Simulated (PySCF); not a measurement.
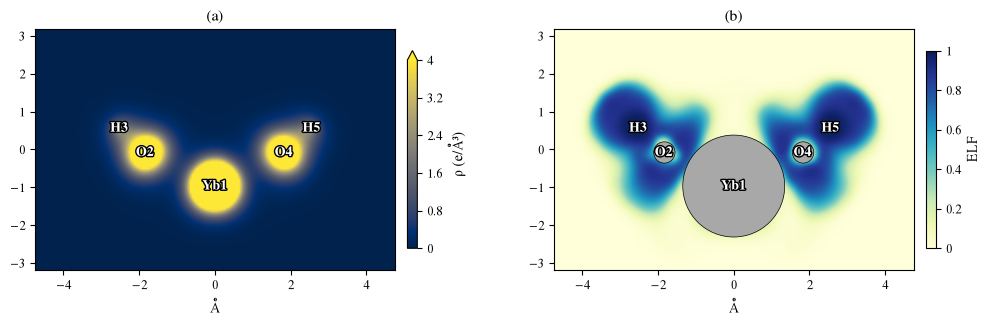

H₂O₂Yb (Yb(OH)2). (a) total electron density; (b) ELF on the molecular plane. Grey discs cover the atomic cores in the ELF map.

Theory: PySCF 2.14.0, RKS PBE0, Yb def2-SVP with ECP28, O def2-SVP, H def2-SVP; non-relativistic Hamiltonian with scalar-relativistic core potentials where named; density fitting.

Input file:

```
mol = gto.M(atom='''
Yb    -0.00000     0.00000    -0.35828
O      1.83245    -0.03833     0.52898
H      2.54088    -0.05206     1.17060
O     -1.83245     0.03833     0.52898
H     -2.54088     0.05206     1.17060''',
    basis={'Yb': 'def2-SVP', 'O': 'def2-SVP', 'H': 'def2-SVP'},
    ecp={'Yb': 'def2-SVP'},
    charge=0, spin=0)
mf = dft.RKS(mol, xc='PBE0')
mf.grids.atom_grid = (75, 302)  # f atoms: at least (60, 302), unpruned
mf = mf.density_fit()  # Yb def2-universal-JKFIT, O def2-universal-JKFIT, H def2-universal-JKFIT
mf.conv_tol = 1e-09; mf.max_cycle = 55
mf.kernel(dm0)
```

Launched as:

```sh
OMP_NUM_THREADS=2 python run.py
```

**Describe what can be read from this map.**

- The section cuts through Yb, O and H sites.
- Yb–O (2.04 Å): ρ is about 0.71 e/Å³ halfway; the ELF peaks at about 0.80 in the valence shell of O, 0.6 Å from its nucleus, and drops to about 0.10 between the two atoms.
- O–H (0.96 Å): the density is about 3.6 e/Å³ at the midpoint; the ELF climbs to about 1 towards the hydrogen, as it does in any bond to H (a covalent bond by its length).
